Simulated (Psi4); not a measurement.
# B2PLYP/cc-pVTZ (density fitting, density fitting for correlation, sweep point 7) run of AlBH4O (SMILES B[O][AlH2])

What is the vertical ionisation energy of AlBH4O at B2PLYP/cc-pVTZ (density fitting, density fitting for correlation, sweep point 7)? 

Program for the calculation: Psi4 1.11.

4 further runs of the same task are left out: 4 set aside as unsound or not needed.

### 1 Starting point

The species is AlBH4O (7 atoms), meant as a singlet with charge 0. SMILES: `B[O][AlH2]`. Geometry: a GFN2-xTB relaxation, a rough one for these elements and not checked as a minimum.

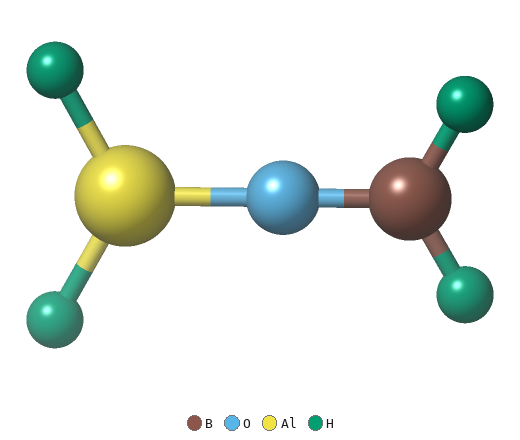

The structure, seen from a chosen angle (boron brown, oxygen blue, aluminium yellow, hydrogen teal).

### 2 The energy at B2PLYP/cc-pVTZ (density fitting, density fitting for correlation, sweep point 7)

input.inp

```
memory 1.6 GB

molecule molecule1 {
  B     -1.239790     0.460500    -0.755050
  O     -0.151010     0.055000    -0.092790
  Al     1.203290    -0.447170     0.732080
  H     -1.722060    -0.243360    -1.565440
  H     -1.702020     1.516540    -0.519180
  H      1.819640     0.486770     1.781480
  H      1.791950    -1.828280     0.418900
  symmetry c1
}

set {
  basis                cc-pVTZ
  puream               true
  scf_type             df
  num_frozen_docc      7
  dft_radial_points    150
  dft_spherical_points 974
}

e, wfn = energy('b2plyp', return_wfn=True)
print_variables()
```

The run is started by

```bash
$ psi4 -n 1 input.inp input.out
```

input.out:

```text
[...]
  Running in c1 symmetry.
[...]
  Nuclear repulsion =   86.754310919700998
[...]
  Multiplicity = 1
[...]
  Nalpha       = 15
  Nbeta        = 15
[...]
    Number of basis functions: 150
[...]
   @DF-RKS iter   1:  -344.53540079280549   -8.42427e-01   4.34562e-03 DIIS/ADIIS
[...]
   @DF-RKS iter   7:  -344.68650962730277   -5.26480e-08   3.53630e-07 DIIS
[...]
    Orbital Energies [Eh]
    ---------------------
    Doubly Occupied:
       1A    -57.069913     2A    -19.722529     3A     -7.119518
       4A     -4.454981     5A     -2.912617     6A     -2.908040
       7A     -2.906107     8A     -1.135605     9A     -0.641010
      10A     -0.503803    11A     -0.491022    12A     -0.449213
      13A     -0.443552    14A     -0.375167    15A     -0.332920
[...]
  @DF-RKS Final Energy:  -344.68650962730277
   => Energetics <=
    Nuclear Repulsion Energy =             86.7543109197009983
    One-Electron Energy =                -648.6631900322256570
    Two-Electron Energy =                 232.9590717222766898
    DFT Exchange-Correlation Energy =     -15.7367022370547929
    Empirical Dispersion Energy =           0.0000000000000000
    VV10 Nonlocal Energy =                  0.0000000000000000
    Total Energy =                       -344.6865096273027689
[...]
 Multipole Moments:
 ------------------------------------------------------------------------------------
     Multipole            Electronic (a.u.)      Nuclear  (a.u.)        Total (a.u.)
 ------------------------------------------------------------------------------------
 L = 1.  Multiply by 2.5417464519 to convert [e a0] to [Debye]
 Dipole X            :          0.5494315           -0.2943533            0.2550782
 Dipole Y            :         -0.2061064            0.1114919           -0.0946145
 Dipole Z            :          0.3298458           -0.1760965            0.1537493
 Magnitude           :                                                    0.3124990
[...]
```

Run time: 58 s. Hardware: 1 thread of Intel Xeon Platinum 8259CL at 2.50GHz (Skylake/Cascade Lake), shared host; peak memory 1.3 GiB.

### 3 The doublet cation, same level

job.dat

```
memory 1600 mb

molecule m {
  1 2
  B     -1.239790     0.460500    -0.755050
  O     -0.151010     0.055000    -0.092790
  Al     1.203290    -0.447170     0.732080
  H     -1.722060    -0.243360    -1.565440
  H     -1.702020     1.516540    -0.519180
  H      1.819640     0.486770     1.781480
  H      1.791950    -1.828280     0.418900
  units angstrom
  symmetry c1
}

set {
  basis cc-pVTZ
  reference uks
  puream true
  scf_type df
  num_frozen_docc 7
  dft_radial_points 150
  dft_spherical_points 974
  maxiter 150
}

e, wfn = energy("b2plyp", return_wfn=True)
```

The run is started by

```bash
$ psi4 -i job.dat -o job.out -n 1
```

job.out:

```text
[...]
  Running in c1 symmetry.
[...]
  Nuclear repulsion =   86.754310919700998
[...]
  Multiplicity = 2
[...]
  Nalpha       = 15
  Nbeta        = 14
[...]
    Number of basis functions: 150
[...]
   @DF-UKS iter   1:  -344.14050247008527   -4.47529e-01   4.16725e-03 ADIIS/DIIS
[...]
   @DF-UKS iter  10:  -344.31838280931208   -8.15162e-07   8.16957e-07 DIIS
[...]
   @S^2 Observed:                7.686906436E-01
[...]
    Orbital Energies [Eh]
    ---------------------
    Alpha Occupied:
       1A    -57.296217     2A    -20.061775     3A     -7.386894
       4A     -4.682390     5A     -3.138782     6A     -3.136579
       7A     -3.132967     8A     -1.462554     9A     -0.936284
      10A     -0.816068    11A     -0.772998    12A     -0.754934
      13A     -0.668784    14A     -0.645421    15A     -0.584461
    Alpha Virtual:
      16A     -0.208429    17A     -0.180227    18A     -0.145373
      19A     -0.090188    20A     -0.061184    21A     -0.034292
      22A     -0.022673    23A     -0.003481    24A     -0.001092
      25A      0.026081    26A      0.027776    27A      0.033166
[...]
  @DF-UKS Final Energy:  -344.31838280931208
   => Energetics <=
    Nuclear Repulsion Energy =             86.7543109197009983
    One-Electron Energy =                -640.9911757746867806
    Two-Electron Energy =                 225.4873392407795052
    DFT Exchange-Correlation Energy =     -15.5688571951057870
    Empirical Dispersion Energy =           0.0000000000000000
    VV10 Nonlocal Energy =                  0.0000000000000000
    Total Energy =                       -344.3183828093120837
[...]
 Multipole Moments:
 ------------------------------------------------------------------------------------
     Multipole            Electronic (a.u.)      Nuclear  (a.u.)        Total (a.u.)
 ------------------------------------------------------------------------------------
 L = 1.  Multiply by 2.5417464519 to convert [e a0] to [Debye]
 Dipole X            :         -0.1729594           -0.2943533           -0.4673127
 Dipole Y            :          0.0634249            0.1114919            0.1749168
 Dipole Z            :         -0.1089255           -0.1760965           -0.2850220
 Magnitude           :                                                    0.5746431
[...]
```

It took 1.8 min on 1 thread of Intel Xeon Platinum 8259CL at 2.50GHz (Skylake/Cascade Lake), shared host; peak memory 1.3 GiB.

### 4 What came out

At B2PLYP/cc-pVTZ (density fitting, density fitting for correlation, sweep point 7), 7 core orbitals frozen:

| quantity | value |
| --- | --- |
| singlet AlBH4O: total energy | -344.82262 Eh |
| singlet AlBH4O: HOMO energy (SCF part's orbitals) | -9.06 eV |
| singlet AlBH4O: LUMO energy (SCF part's orbitals) | -0.36 eV |
| singlet AlBH4O: HOMO–LUMO gap (SCF part's orbitals) | 8.69 eV |
| doublet cation: total energy | -344.44972 Eh |
| doublet cation: HOMO energy (SCF part's orbitals) (highest over α and β) | -14.99 eV |
| doublet cation: LUMO energy (SCF part's orbitals) (lowest over α and β) | -10.96 eV |
| doublet cation: ⟨S²⟩ | 0.769 |
| vertical ionisation energy (to the doublet cation) | 10.147 eV |

In words: The vertical ionisation energy comes to 10.15 eV (234 kcal/mol). The negative HOMO energy of the first species, 9.06 eV, lies 1.09 eV below that difference.
